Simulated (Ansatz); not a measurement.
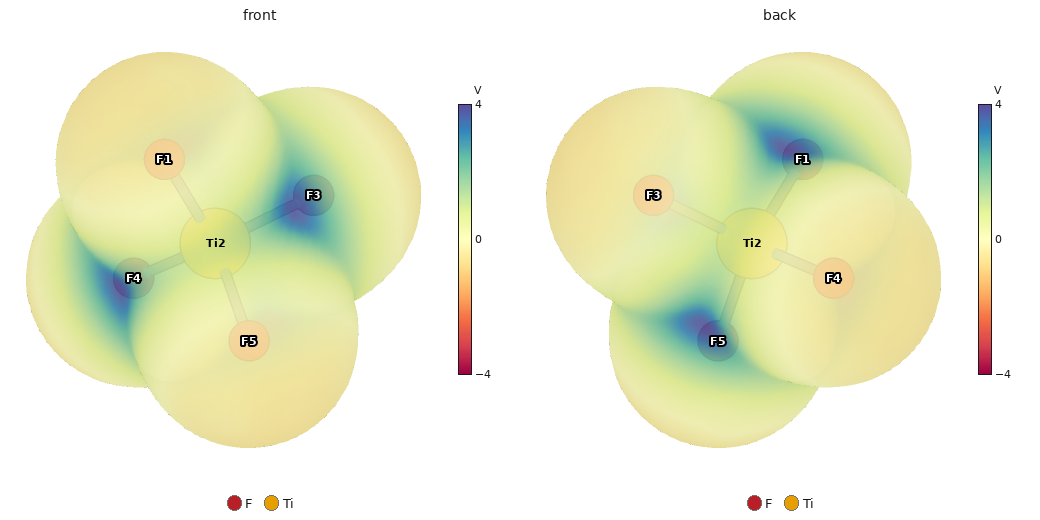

*F$_{4}$Ti (SMILES [F][Ti]([F])([F])[F]). The molecular electrostatic potential painted on the density surface at 0.002 e/bohr³, seen from the front and from behind; red is negative and blue positive.*

Geometry: PBE0-D4/def2-TZVP.

Theory: RKS PBE0-D4/def2-TZVPP (Ansatz 0.2.0).

```yaml
atoms:
  - { symbol: F, position_ang: [0.1852, -0.7715, 1.5482] }
  - { symbol: Ti, position_ang: [0.0099, -0.0147, -0.0082] }
  - { symbol: F, position_ang: [-1.2402, 1.1924, 0.0711] }
  - { symbol: F, position_ang: [-0.4176, -1.2154, -1.1919] }
  - { symbol: F, position_ang: [1.5126, 0.7355, -0.4606] }
```

Question: Where is the surface potential most negative and most positive?

Answer: The most negative region (about −0.5 V, or −12 kcal/mol for a unit charge) lies over F1, F3, F4 and F5, the most positive (about +3.7 V, or +85 kcal/mol for a unit charge) over Ti2.
